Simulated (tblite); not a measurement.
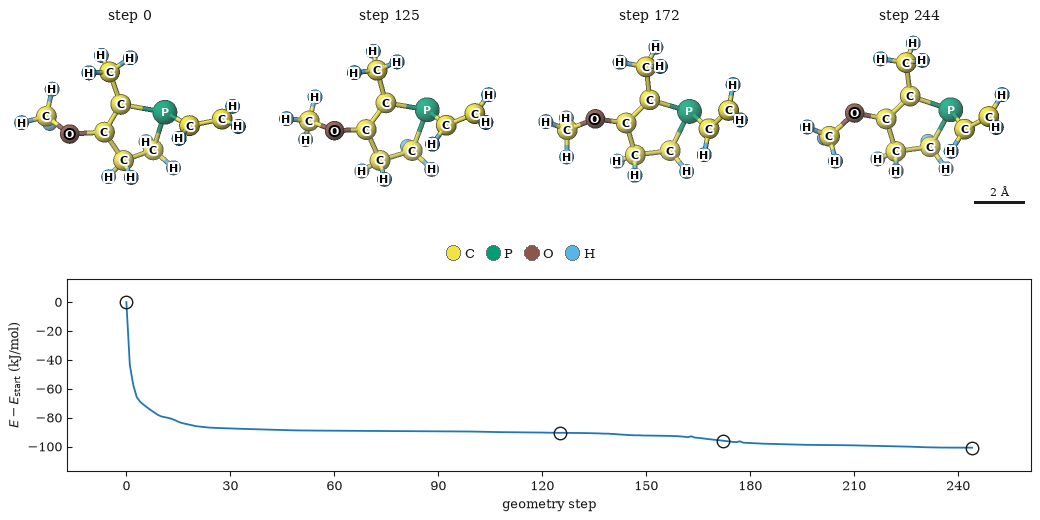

Frames of a relaxation of C8H13OP, marked on the history of the run. A ball-and-stick model, seen at a tilt.

Computed with tblite, GFN2-xTB geometry optimisation, gas phase. 

What happens along the run?

The energy falls by 100.7 kJ/mol in 244 geometry steps. The atom that moves furthest after the best rigid fit is an H atom (2.46 Å). Largest moves by element: H 2.46 Å, C 0.94 Å, O 0.87 Å, P 0.50 Å. Some distances before and after: C–O 1.421 → 1.368 Å, C–C 1.462 → 1.506 Å, C–H 1.136 → 1.095 Å, C–C 1.493 → 1.531 Å. Among the angles between lasting bonds that change: C–P–C 111.5° → 96.0°, P–C–C 98.0° → 109.0°, C–P–C 109.3° → 98.7°. Groups turn about C–O by about 105°, C–P by about 45°, C–C by about 35°. From step 0 to 125: an H atom moves most (0.80 Å), energy −90.5 kJ/mol. From step 125 to 172: an H atom moves most (1.04 Å), energy −5.47 kJ/mol. From step 172 to 244: an H atom moves most (0.78 Å), energy −4.78 kJ/mol.
